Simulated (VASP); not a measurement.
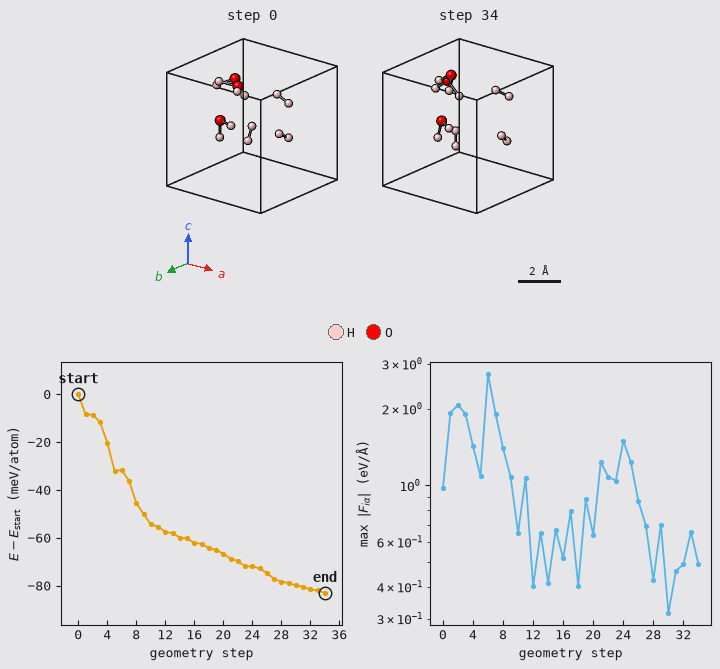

First and last geometry of a relaxation of an amorphous cell of composition H$_{4}$O, with the history of the run. The picture is a ball-and-stick view of the cell of the calculation (origin shifted), seen from a free direction.

The run lets the atoms move in a fixed cell.

Method: Kohn-Sham DFT of a periodic cell, r2SCAN, VASP PAW PBE potentials, recommended in VASP 6.6.1.

Input
```
SYSTEM = H4O
PREC = Accurate
ENCUT = 520
EDIFF = 1E-6
ISMEAR = -1
SIGMA = 0.02
LREAL = Auto
LASPH = .True.
NELM = 100
ALGO = Normal
ISIF = 2
LWAVE = .False.
LCHARG = .False.
METAGGA = R2SCAN
LMIXTAU = .True.
IBRION = 2
NSW = 35
EDIFFG = -0.3
ISTART = 1
```

Run as
```bash
cat potpaw_PBE.64/H/POTCAR potpaw_PBE.64/O/POTCAR > POTCAR
cp INCAR.step1 INCAR
mpirun -np 1 vasp_gam > vasp.out
cp INCAR.step2 INCAR
mpirun -np 1 vasp_gam > vasp.out
```

Q: Did the run converge, and what did it change?

A: The relaxation stopped without meeting its thresholds, so the last structure isn't shown to be converged. After 34 geometry steps the energy has fallen by 83.0 meV per atom. Largest force component: 0.97 eV/Å at the start, 0.49 eV/Å at the end. The largest move is that of an H atom, 0.73 Å roughly along [−1 3 0]. By element the largest moves are H 0.73 Å, O 0.63 Å. The cell stays as it was. Some distances before and after: H–H 0.737 → 0.763 Å, H–O 0.969 → 0.978 Å.

```
step  E − E(0), meV/atom  largest force component, eV/Å
   0                0.00                         0.9721
   1               -8.44                         1.9308
   2               -8.48                         2.0630
   3              -11.67                         1.9064
   4              -20.17                         1.4263
   5              -32.04                         1.0876
   6              -31.68                         2.7241
   7              -36.21                         1.9110
   8              -45.43                         1.3977
   9              -50.01                         1.0811
  10              -54.41                         0.6511
  11              -55.25                         1.0700
  13              -57.95                         0.6525
  14              -59.93                         0.4146
  15              -60.24                         0.6684
  16              -62.15                         0.5166
  18              -64.35                         0.4040
  19              -65.00                         0.8800
  20              -66.66                         0.6388
  21              -68.63                         1.2328
  23              -71.93                         1.0430
  24              -71.89                         1.4938
  25              -72.73                         1.2329
  26              -74.73                         0.8690
  28              -78.31                         0.4255
  29              -78.84                         0.7018
  30              -79.89                         0.3159
  31              -80.45                         0.4622
  33              -81.97                         0.6569
  34              -83.05                         0.4898
```

Limits of the set-up: the periodic images lie only 5.8 Å apart, so the values are limited by the cell's size.
